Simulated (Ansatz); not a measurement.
# LiBeF3 (model cell, started as cubic perovskite with Be in the octahedra): following an unstable mode, part 2 of 3

Aim: this structure of LiBeF3 (model cell, started as cubic perovskite with Be in the octahedra) is to be tested for unstable modes, and one is followed downhill.

Ansatz 0.2.0; DFT PBE, scalar-relativistic, plane waves, PAW; PAW set soft_1.

So far, highest frequency on the path or at a solved wavevector (cm⁻¹): step 2 (the dispersion) 705. Also lowest frequency on the path (cm⁻¹): step 2 -208.

The structure was built from a prototype and need not be the compound's stable phase.

## (5) Energy along the mode, all amplitudes (two of the runs are shown above)

An imaginary frequency means negative curvature, so the energy should fall and then rise again as anharmonic terms take over.

Numbers from this step:

```
depth at the lowest point sampled  : 19.49 meV/atom
largest atomic shift at that point : 0.45 Å
```

Table of energy from the parent by largest atomic shift:

```
largest atomic shift (Å)  energy from the parent (meV/atom)
                   0.000                                  0
                   0.040                             -0.236
                   0.080                             -0.938
                   0.140                              -2.81
                   0.220                              -6.62
                   0.320                              -12.7
                   0.450                              -19.5
                   0.600                              -15.9
```

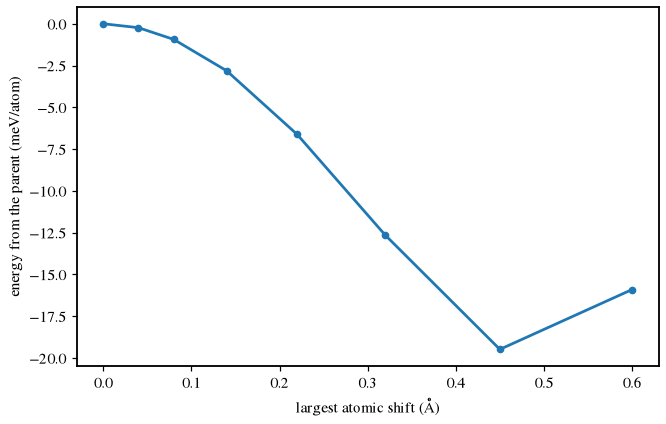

Energy from the parent, plotted against largest atomic shift.

Displacement at unit largest shift by atom:

```
atom  x (Å)   y (Å)   z (Å)   size
 Li1  0.000   0.707   0.707  1.000
 Be2  0.000   0.201   0.201  0.284
  F3  0.000  -0.123  -0.108  0.164
  F4  0.000  -0.108  -0.123  0.164
  F5  0.000  -0.123  -0.123  0.174
```

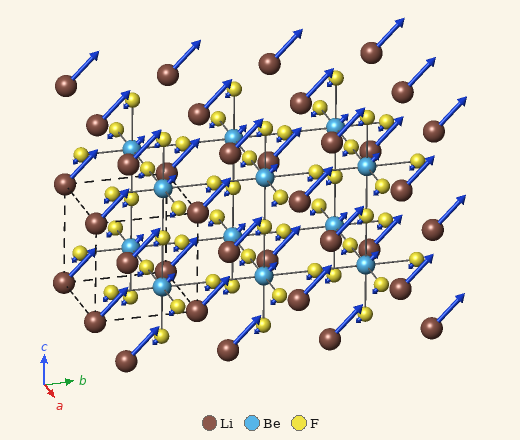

Displacement at unit largest shift as arrows, the longest 1.000 Å. 2×3×2 cells are drawn. Some periodic images of atoms are drawn too.

The lowest of the steps tried is at 0.45 Å, 19.5 meV/atom below the parent; the bottom of the well need not coincide with a step.

## (6) Relaxation from the frozen mode

Starting from the lowest point found, all atoms and the cell are let go, so that strain and other modes of the same symmetry can join in.

Contents of input.yaml:

```yaml
crystal:
  lattice:
    - [3.497342264, 0.0, 0.0]
    - [0.0, 3.497342264, 0.0]
    - [0.0, 0.0, 3.497342264]
  atoms:
    - { symbol: Li, position: [0.0, 0.0909828171, 0.0909828171] }
    - { symbol: Be, position: [0.5, 0.5259142548, 0.5259142548] }
    - { symbol: F, position: [0.5, 0.4841604227, -0.0138491328] }
    - { symbol: F, position: [0.5, -0.0138491328, 0.4841604227] }
    - { symbol: F, position: [0.0, 0.4841604227, 0.4841604227] }
kpoints:
  mp_grid: { grid: [8, 8, 8] }
hamiltonian:
  xc: pbe
  pseudopotentials: { kind: paw, azcp: { folder: soft_1 } }
scf:
  occupations: { method: fixed }
output:
  forces: true
  stress: true
  eigenvalues: true
relax:
  adjacent_minimum: "off"
  f_tol: 0.002
  max_steps: 120
  cell: { stress_tol: 0.03 }
```

On the command line:

```sh
$ ansatz run input.yaml --threads 4 --pin off --max-ram 16384MiB --backend cpu --events-out ev --progress --plain --runs-dir out
```

Numbers of over 12 decimals in the logs are rounded to 6 here.

What it wrote:

```text
[...]
Crystal: 5 atoms, lattice volume = 42.777 Å³
Basis set: ecut = 420 eV, 847 PW (Γ), exchange–correlation on 48×48×48 points (8 copies of the dense FFT grid, shifted against one another)
Bands: 18, of which v1, the nominal top of the filled ones, is band 13 counted from 1 (12 counted from 0)
Symmetry: 4 space group operations
[...]
k-points: 105 of 512 (time reversal used)
[...]
SCF iter   1: F=—  HF=-2728.513547 eV  |F-HF|=—  |Δ(HF+E_count)|=         —  Δρ=6.72e-2  dr2=1.24e0  ethr=3.10e-3  ⟨swp⟩=4.6  Hψ=9046  notcnv=0  defer=285
[...]
SCF iter   8: F=-2728.514713 eV  HF=-2728.514713 eV  |F-HF|=4.08e-9  |Δ(HF+E_count)|=   1.66e-7  Δρ=3.51e-6  dr2=2.61e-9  ethr=3.85e-10  ⟨swp⟩=9.0  Hψ=8894  notcnv=0
SCF 1 converged in 8 iterations: F = -2728.514713 eV  dr2 = 2.61e-9
[...]
relax step   1: F+E_penalty+E_count = -2728.51471287 eV  Δ(F+E_penalty+E_count) = +0.000e0 eV  max|allowed force component| = 1.292e-1 eV/Å  Δτ_max = 0.0000 Å  P = +3.027 GPa  Ω = 42.777 Å³  (8 SCF iters, dr2 threshold 1.00e-7 eV, accepted)
Crystal: 5 atoms, lattice volume = 43.542 Å³
Basis set: ecut = 420 eV, 855 PW (Γ), exchange–correlation on 48×48×48 points (8 copies of the dense FFT grid, shifted against one another)
[...]
iter 1 solved again at ethr=1.49e-5 eV; its pass at ethr=3.10e-3 eV (dr2=3.88e-3 eV) is discarded
[...]
SCF iter   6: F=-2728.541941 eV  HF=-2728.541941 eV  |F-HF|=1.32e-9  |Δ(HF+E_count)|=   1.21e-7  Δρ=1.42e-5  dr2=4.05e-8  ethr=1.92e-9  ⟨swp⟩=5.0  Hψ=7705  notcnv=0
SCF 2 converged in 6 iterations: F = -2728.541941 eV  dr2 = 4.05e-8
relax step   2: F+E_penalty+E_count = -2728.54194099 eV  Δ(F+E_penalty+E_count) = -2.723e-2 eV  max|allowed force component| = 1.632e-1 eV/Å  Δτ_max = 0.0379 Å  P = +1.272 GPa  Ω = 43.542 Å³  energy of the carried Pulay correction = -2.056e-3 eV  (6 SCF iters, dr2 threshold 5.00e-7 eV, accepted)
Crystal: 5 atoms, lattice volume = 44.709 Å³
Basis set: ecut = 420 eV, 863 PW (Γ), exchange–correlation on 48×48×48 points (8 copies of the dense FFT grid, shifted against one another)
[...]
SCF iter   6: F=-2728.581310 eV  HF=-2728.581310 eV  |F-HF|=4.47e-8  |Δ(HF+E_count)|=   2.43e-8  Δρ=2.84e-5  dr2=1.68e-7  ethr=1.92e-9  ⟨swp⟩=8.8  Hψ=9214  notcnv=0
SCF 3 converged in 6 iterations: F = -2728.581310 eV  dr2 = 1.68e-7
relax step   3: F+E_penalty+E_count = -2728.58130987 eV  Δ(F+E_penalty+E_count) = -3.937e-2 eV  max|allowed force component| = 3.877e-1 eV/Å  Δτ_max = 0.0836 Å  P = -0.650 GPa  Ω = 44.709 Å³  energy of the carried Pulay correction = -5.122e-3 eV  (6 SCF iters, dr2 threshold 5.00e-7 eV, accepted)
[... from here on, the SCF cycles and remarks between the steps are left out ...]
relax step   4: F+E_penalty+E_count = -2728.66586478 eV  Δ(F+E_penalty+E_count) = -8.455e-2 eV  max|allowed force component| = 7.452e-1 eV/Å  Δτ_max = 0.1169 Å  P = -1.167 GPa  Ω = 46.054 Å³  energy of the carried Pulay correction = -8.558e-3 eV  (6 SCF iters, dr2 threshold 5.00e-7 eV, accepted)
relax step   5: F+E_penalty+E_count = -2728.80630242 eV  Δ(F+E_penalty+E_count) = -1.404e-1 eV  max|allowed force component| = 9.114e-1 eV/Å  Δτ_max = 0.0965 Å  P = +0.072 GPa  Ω = 47.039 Å³  energy of the carried Pulay correction = -1.101e-2 eV  (6 SCF iters, dr2 threshold 5.00e-7 eV, accepted)
relax step   6: F+E_penalty+E_count = -2728.93958156 eV  Δ(F+E_penalty+E_count) = -1.333e-1 eV  max|allowed force component| = 5.385e-1 eV/Å  Δτ_max = 0.1033 Å  P = +1.254 GPa  Ω = 47.809 Å³  energy of the carried Pulay correction = -1.289e-2 eV  (6 SCF iters, dr2 threshold 5.00e-7 eV, accepted)
relax step   7: F+E_penalty+E_count = -2728.95734354 eV  Δ(F+E_penalty+E_count) = -1.776e-2 eV  max|allowed force component| = 5.749e-1 eV/Å  Δτ_max = 0.0839 Å  P = -1.170 GPa  Ω = 47.710 Å³  energy of the carried Pulay correction = -1.265e-2 eV  (7 SCF iters, dr2 threshold 5.00e-7 eV, accepted)
relax step   8: F+E_penalty+E_count = -2728.90847819 eV  Δ(F+E_penalty+E_count) = +4.887e-2 eV  max|allowed force component| = 5.653e-1 eV/Å  Δτ_max = 0.0764 Å  P = +7.584 GPa  Ω = 45.143 Å³  energy of the carried Pulay correction = -6.242e-3 eV  (6 SCF iters, dr2 threshold 5.00e-7 eV, rejected (line search))
relax step   9: F+E_penalty+E_count = -2728.99671840 eV  Δ(F+E_penalty+E_count) = -3.937e-2 eV  max|allowed force component| = 1.053e-1 eV/Å  Δτ_max = 0.0629 Å  P = -0.353 GPa  Ω = 47.491 Å³  energy of the carried Pulay correction = -1.212e-2 eV  (10 SCF iters, accepted)
relax step  10: F+E_penalty+E_count = -2729.00312281 eV  Δ(F+E_penalty+E_count) = -6.404e-3 eV  max|allowed force component| = 6.842e-3 eV/Å  Δτ_max = 0.0234 Å  P = +0.325 GPa  Ω = 47.463 Å³  energy of the carried Pulay correction = -1.205e-2 eV  (6 SCF iters, dr2 threshold 5.00e-7 eV, accepted)
relax step  11: F+E_penalty+E_count = -2729.00298265 eV  Δ(F+E_penalty+E_count) = +1.402e-4 eV  max|allowed force component| = 8.734e-4 eV/Å  Δτ_max = 0.0019 Å  P = +0.030 GPa  Ω = 47.592 Å³  energy of the carried Pulay correction = -1.236e-2 eV  (4 SCF iters, dr2 threshold 5.00e-7 eV, accepted)
relax step  12: F+E_penalty+E_count = -2729.00295541 eV  Δ(F+E_penalty+E_count) = +2.723e-5 eV  max|allowed force component| = 4.517e-4 eV/Å  Δτ_max = 0.0004 Å  P = +0.003 GPa  Ω = 47.604 Å³  energy of the carried Pulay correction = -1.239e-2 eV  (4 SCF iters, dr2 threshold 4.55e-9 eV, accepted)
relax step  13: F+E_penalty+E_count = -2729.23428243 eV  Δ(F+E_penalty+E_count) = -2.313e-1 eV  max|allowed force component| = 1.455e-2 eV/Å  Δτ_max = 0.0000 Å  P = +5.848 GPa  Ω = 47.604 Å³  stress off target by 1.24e1 GPa  SCF on the basis re-selected at this cell (its energy is not comparable with the rows above)  (8 SCF iters)
relax step  14: F+E_penalty+E_count = -2729.37202553 eV  Δ(F+E_penalty+E_count) = -1.377e-1 eV  max|allowed force component| = 5.942e-2 eV/Å  Δτ_max = 0.0464 Å  P = +5.088 GPa  Ω = 48.789 Å³  energy of the carried Pulay correction = -2.941e-3 eV  (6 SCF iters, dr2 threshold 5.00e-7 eV, accepted)
relax step  15: F+E_penalty+E_count = -2729.47836960 eV  Δ(F+E_penalty+E_count) = -1.063e-1 eV  max|allowed force component| = 8.280e-2 eV/Å  Δτ_max = 0.0308 Å  P = +2.893 GPa  Ω = 50.434 Å³  energy of the carried Pulay correction = -6.845e-3 eV  (6 SCF iters, dr2 threshold 5.00e-7 eV, accepted)
[...]
relax step  29: F+E_penalty+E_count = -2729.81679147 eV  Δ(F+E_penalty+E_count) = -4.087e-5 eV  max|allowed force component| = 2.566e-3 eV/Å  Δτ_max = 0.0005 Å  P = +0.011 GPa  Ω = 56.642 Å³  energy of the carried Pulay correction = -1.384e-2 eV  (4 SCF iters, dr2 threshold 4.22e-9 eV, accepted)
relax step  30: F+E_penalty+E_count = -2729.81677131 eV  Δ(F+E_penalty+E_count) = +2.015e-5 eV  max|allowed force component| = 3.820e-4 eV/Å  Δτ_max = 0.0002 Å  P = -0.000 GPa  Ω = 56.646 Å³  energy of the carried Pulay correction = -1.386e-2 eV  (5 SCF iters, dr2 threshold 4.12e-10 eV, accepted)
relax step  31: F+E_penalty+E_count = -2729.86375137 eV  Δ(F+E_penalty+E_count) = -4.698e-2 eV  max|allowed force component| = 4.314e-3 eV/Å  Δτ_max = 0.0000 Å  P = +0.883 GPa  Ω = 56.646 Å³  stress off target by 2.57e0 GPa  SCF on the basis re-selected at this cell (its energy is not comparable with the rows above)  (7 SCF iters)
relax step  32: F+E_penalty+E_count = -2729.88081156 eV  Δ(F+E_penalty+E_count) = -1.706e-2 eV  max|allowed force component| = 1.400e-2 eV/Å  Δτ_max = 0.0196 Å  P = +0.518 GPa  Ω = 57.590 Å³  energy of the carried Pulay correction = -2.159e-3 eV  (5 SCF iters, dr2 threshold 5.00e-7 eV, accepted)
relax step  33: F+E_penalty+E_count = -2729.87663830 eV  Δ(F+E_penalty+E_count) = +4.173e-3 eV  max|allowed force component| = 9.607e-2 eV/Å  Δτ_max = 0.0177 Å  P = -0.252 GPa  Ω = 59.334 Å³  energy of the carried Pulay correction = -7.102e-3 eV  (6 SCF iters, dr2 threshold 5.00e-7 eV, accepted)
relax step  34: F+E_penalty+E_count = -2729.88234613 eV  Δ(F+E_penalty+E_count) = -5.708e-3 eV  max|allowed force component| = 6.591e-3 eV/Å  Δτ_max = 0.0102 Å  P = -0.031 GPa  Ω = 58.589 Å³  energy of the carried Pulay correction = -4.825e-3 eV  (5 SCF iters, dr2 threshold 5.00e-7 eV, accepted)
relax step  35: F+E_penalty+E_count = -2729.88249368 eV  Δ(F+E_penalty+E_count) = -1.475e-4 eV  max|allowed force component| = 1.326e-3 eV/Å  Δτ_max = 0.0002 Å  P = -0.010 GPa  Ω = 58.547 Å³  energy of the carried Pulay correction = -4.702e-3 eV  (4 SCF iters, dr2 threshold 2.24e-8 eV, accepted)
relax step  36: F+E_penalty+E_count = -2729.89137701 eV  Δ(F+E_penalty+E_count) = -8.883e-3 eV  max|allowed force component| = 1.032e-3 eV/Å  Δτ_max = 0.0000 Å  P = +0.158 GPa  Ω = 58.547 Å³  stress off target by 5.57e-1 GPa  SCF on the basis re-selected at this cell (its energy is not comparable with the rows above)  (7 SCF iters)
relax step  37: F+E_penalty+E_count = -2729.89185259 eV  Δ(F+E_penalty+E_count) = -4.756e-4 eV  max|allowed force component| = 7.016e-3 eV/Å  Δτ_max = 0.0054 Å  P = +0.024 GPa  Ω = 58.916 Å³  energy of the carried Pulay correction = -7.754e-4 eV  (4 SCF iters, dr2 threshold 5.00e-7 eV, accepted)
relax step  38: F+E_penalty+E_count = -2729.89165305 eV  Δ(F+E_penalty+E_count) = +1.995e-4 eV  max|allowed force component| = 1.017e-2 eV/Å  Δτ_max = 0.0034 Å  P = +0.022 GPa  Ω = 59.014 Å³  energy of the carried Pulay correction = -9.889e-4 eV  (5 SCF iters, dr2 threshold 2.58e-8 eV, accepted)
relax step  39: F+E_penalty+E_count = -2729.89168347 eV  Δ(F+E_penalty+E_count) = -3.042e-5 eV  max|allowed force component| = 3.678e-4 eV/Å  Δτ_max = 0.0029 Å  P = -0.001 GPa  Ω = 59.022 Å³  energy of the carried Pulay correction = -1.007e-3 eV  (5 SCF iters, dr2 threshold 6.47e-9 eV, accepted)
relax step  40: F+E_penalty+E_count = -2729.89292947 eV  Δ(F+E_penalty+E_count) = -1.246e-3 eV  max|allowed force component| = 4.778e-4 eV/Å  Δτ_max = 0.0000 Å  P = +0.018 GPa  Ω = 59.022 Å³  stress off target by 8.39e-2 GPa  SCF on the basis re-selected at this cell (its energy is not comparable with the rows above)  (7 SCF iters)
relax step  41: F+E_penalty+E_count = -2729.89286432 eV  Δ(F+E_penalty+E_count) = +6.515e-5 eV  max|allowed force component| = 1.390e-3 eV/Å  Δτ_max = 0.0009 Å  P = +0.012 GPa  Ω = 59.070 Å³  energy of the carried Pulay correction = -9.781e-5 eV  (4 SCF iters, dr2 threshold 1.76e-8 eV, accepted)
relax step  42: F+E_penalty+E_count = -2729.89295255 eV  Δ(F+E_penalty+E_count) = -8.823e-5 eV  max|allowed force component| = 1.388e-3 eV/Å  Δτ_max = 0.0000 Å  P = +0.014 GPa  Ω = 59.070 Å³  stress off target by 3.25e-2 GPa  SCF on the basis re-selected at this cell (its energy is not comparable with the rows above)  (6 SCF iters)
relax step  43: F+E_penalty+E_count = -2729.89289960 eV  Δ(F+E_penalty+E_count) = +5.296e-5 eV  max|allowed force component| = 2.454e-4 eV/Å  Δτ_max = 0.0002 Å  P = -0.000 GPa  Ω = 59.098 Å³  energy of the carried Pulay correction = -5.664e-5 eV  (4 SCF iters, dr2 threshold 2.64e-9 eV, accepted)
[...]
SCF iter   1: F=—  HF=-2729.892885 eV  |F-HF|=—  |Δ(HF+E_count)|=         —  Δρ=1.93e-5  dr2=1.65e-8  ethr=1.41e-7  ⟨swp⟩=2.7  Hψ=13571  notcnv=0  defer=314
eigensolver tolerance schedule: the retry pair's looser diagonalisation over-reported the residual by 2225.45 of it (diagonalisation noise at 0.11 of the residual, at the tolerance the schedule requests for it); recorded, not acted on — ethr = c·dr2/N_el stays at c = 1.0e-1
[...]
SCF iter   2: F=—  HF=-2729.892948 eV  |F-HF|=—  |Δ(HF+E_count)|=   6.31e-5  Δρ=9.64e-6  dr2=4.49e-9  ethr=6.33e-11  ⟨swp⟩=3.1  Hψ=3805  notcnv=0  defer=286
[...]
SCF iter   6: F=-2729.892951 eV  HF=-2729.892951 eV  |F-HF|=3.64e-12  |Δ(HF+E_count)|=  3.00e-11  Δρ=8.55e-8  dr2=1.87e-12  ethr=1.00e-12  ⟨swp⟩=10.0  Hψ=9974  notcnv=0
SCF 44 converged in 6 iterations: F = -2729.892951 eV  dr2 = 1.87e-12
relax step  44: F+E_penalty+E_count = -2729.89295073 eV  Δ(F+E_penalty+E_count) = -5.113e-5 eV  max|allowed force component| = 2.328e-4 eV/Å  Δτ_max = 0.0000 Å  P = +0.001 GPa  Ω = 59.098 Å³  stress off target by 6.05e-3 GPa  SCF on the basis re-selected at this cell (its energy is not comparable with the rows above)  (6 SCF iters)
[...]
SCF converged after 6 iterations
Free energy (F): -2729.892951 eV
[...]
Internal energy: -2729.892951 eV  (E = F + TS)
E sigma→0 (E₀):  -2729.892951 eV
Fermi energy:    -1.655016 eV
[...]
--- Forces (eV/Å), atoms counted from 1 ---
  atom   1  Li    -0.00000000     0.00005442     0.00005442
  atom   2  Be     0.00000000    -0.00012558    -0.00012558
  atom   3  F     -0.00000000     0.00012407    -0.00023197
  atom   4  F     -0.00000000    -0.00023197     0.00012407
  atom   5  F      0.00000000     0.00018331     0.00018331
  max |Σ_I F_I| component: 4.26e-6 eV/Å
--- Stress (GPa, compression-positive) ---
       -0.001054       0.000000       0.000000
        0.000000       0.001639       0.004411
        0.000000       0.004411       0.001639
  P = ⅓ Tr σ = 0.0007 GPa (0.007 kbar)
--- Band table (eV; the first three rows and the last of 105) ---
  k-point 0: bands = [... 9 lower, -2.4351, -1.9566, -1.7230, -1.6960, 5.8792, 9.9046, 11.4922, 12.2624, ... 1 higher]
  k-point 1: bands = [... 9 lower, -2.4571, -1.9518, -1.7803, -1.7093, 6.0398, 9.8030, 11.3212, 12.2270, ... 1 higher]
  k-point 2: bands = [... 9 lower, -2.5041, -1.9375, -1.9195, -1.7438, 6.4878, 9.4521, 10.9028, 12.4990, ... 1 higher]
  k-point 104: bands = [... 9 lower, -2.7818, -2.4365, -2.3915, -1.6550, 10.3093, 11.2138, 11.3536, 12.2925, ... 1 higher]
--- Relaxed structure (37 steps of the walk, 35 accepted, 7 SCFs on fresh bases) ---
  F+E_penalty+E_count = -2729.89295073 eV   max|allowed force component| = 2.328e-4 eV/Å   (the final SCF, on the basis selected at the relaxed cell)
  cell:  # Å, volume = 59.0984 Å³
    - [2.767529, 0, 0]
    - [0, 4.736643, 1.039991]
    - [0, 1.039991, 4.736643]
  atoms:
    - { symbol: Li, position: [0, 0.208335, 0.208335] }
    - { symbol: Be, position: [0.5, 0.569131, 0.569131] }
    - { symbol: F, position: [0.5, 0.419483, -0.084602] }
    - { symbol: F, position: [0.5, -0.084602, 0.419483] }
    - { symbol: F, position: [0, 0.459022, 0.459022] }
```

Wall time 2.2 min (4 threads of Arm Neoverse V1, shared host); peak memory 0.46 GiB.

Step by step (22 of 44):

```
step  energy less that of the first step (eV)  largest force component (eV/Å)  pressure (GPa)  volume (Å³)
   1                                   0.0000                          0.1292            3.03        42.78
   3                                  -0.0666                          0.3877           -0.65        44.71
   5                                  -0.2916                          0.9114            0.07        47.04
   7                                  -0.4426                          0.5749           -1.17        47.71
   9                                  -0.4820                          0.1053           -0.35        47.49
  11                                  -0.4883                          0.0009            0.03        47.59
 13*                                  -0.7196                          0.0146            5.85        47.60
  15                                  -0.9637                          0.0828            2.89        50.43
  17                                  -1.0548                          0.0719           -0.13        52.53
  19                                  -1.0553                          0.0031           -0.01        52.53
  21                                  -1.0554                          0.0004            0.00        52.52
  24                                  -1.2569                          0.0405            2.08        54.11
  26                                  -1.3010                          0.0368           -0.13        56.81
  28                                  -1.3020                          0.0082           -0.02        56.65
  30                                  -1.3021                          0.0004            0.00        56.65
  32                                  -1.3661                          0.0140            0.52        57.59
  34                                  -1.3676                          0.0066           -0.03        58.59
 36*                                  -1.3767                          0.0010            0.16        58.55
  38                                  -1.3769                          0.0102            0.02        59.01
 40*                                  -1.3782                          0.0005            0.02        59.02
 42*                                  -1.3782                          0.0014            0.01        59.07
 44*                                  -1.3782                          0.0002            0.00        59.10
```

Relaxation steps marked * repeat the geometry before them on a plane-wave basis chosen anew for their cell, so energy and pressure can jump there. Other such steps can lie between the rows shown. Relaxation steps 8, 20 were tried and not accepted.

Forces are held to the 4 operations that the run works with; a distortion that breaks them can't arise in this run.

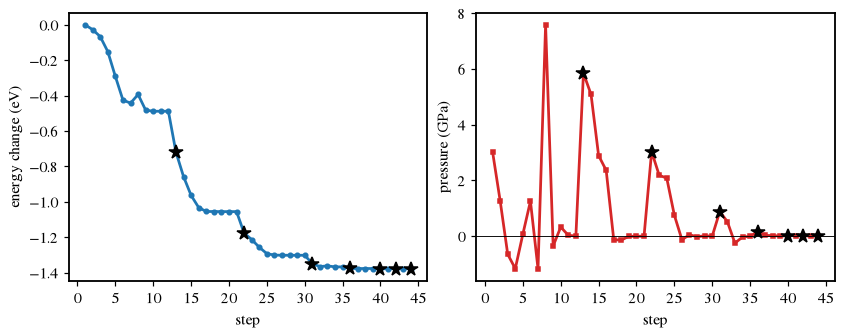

Energy and pressure along the relaxation. Stars mark steps on a basis chosen anew.

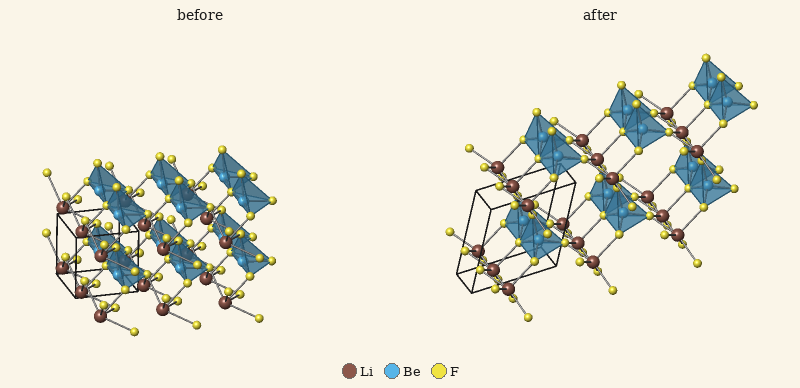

The structure before and after the relaxation, drawn at the same scale.

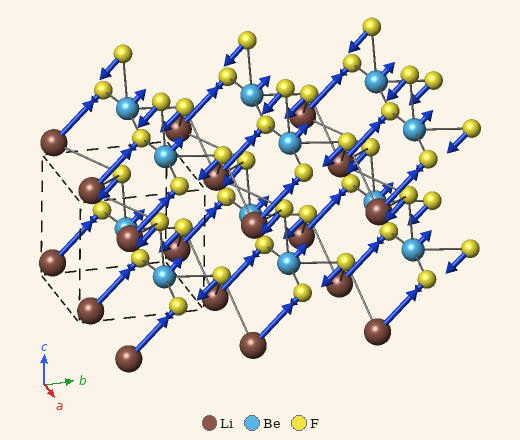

Displacements in the relaxation, exaggerated, measured against the changing cell; the longest in the cell stands for 0.96 Å. 2×3×2 cells are drawn. Some periodic images of atoms are drawn too.

```
     cell as run  before  after   change
           a (Å)   3.497  2.768  -20.9 %
           b (Å)   3.497  4.849  +38.7 %
           c (Å)   3.497  4.849  +38.7 %
           α (°)   90.00  65.23  -27.5 %
volume (Å³/atom)    8.56  11.82  +38.2 %
```

The atoms that moved most (Å, as changes of fractional coordinates times the final cell):

```
atom     dx      dy      dz  length
 Li1  0.000   0.678   0.678   0.959
  F3  0.000  -0.380  -0.402   0.553
  F4  0.000  -0.402  -0.380   0.553
 Be2  0.000   0.250   0.250   0.353
  F5  0.000  -0.145  -0.145   0.205
```

Numbers from this step:

| Property | Result |
| --- | --- |
| pressure | 7.42e-4 GPa |
| gap on the k-mesh | 7.534 eV |
| volume per atom | 11.82 Å³ |

The distorted start has space group Amm2; the relaxation ends in Amm2.

(Part 2 of 3 ends here.)

[Logs are printed without paths, hosts, clocks, repeated set-up lines and the standing remarks that a program may print on its own settings, such as how far it seeks lower states.]

[Hosts, paths, dates, database ids (printed as entryN), source tags and the programs' standing remarks are cut or masked in the printed files.]
